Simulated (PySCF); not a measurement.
| atom | x (Å) | y (Å) | z (Å) |
| --- | --- | --- | --- |
| Si | 0.0000 | 0.0000 | -1.1405 |
| Si | 0.0000 | 0.0000 | 1.1405 |

Level of theory: PBE0/cc-pVDZ(-PP), non-relativistic Hamiltonian with scalar-relativistic core potentials where named, at a bond length of 2.281 Å in PySCF 2.14.0.

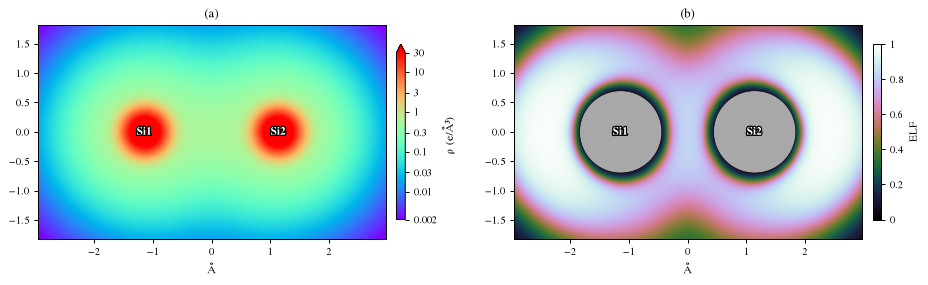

Si2 (charge +1, quartet). (a) electron density; (b) electron localisation function on a plane that holds the molecular axis. Grey discs cover the atomic cores in the ELF map.

### Interpret the plot.

- The section cuts through Si sites.
- Si–Si (2.28 Å): ρ is about 0.55 e/Å³ halfway; the ELF peaks at about 0.80 between the atoms (a shared electron pair).
- The ELF also peaks beside Si1 and Si2, away from the bonds: non-bonding electrons, paired or unpaired.
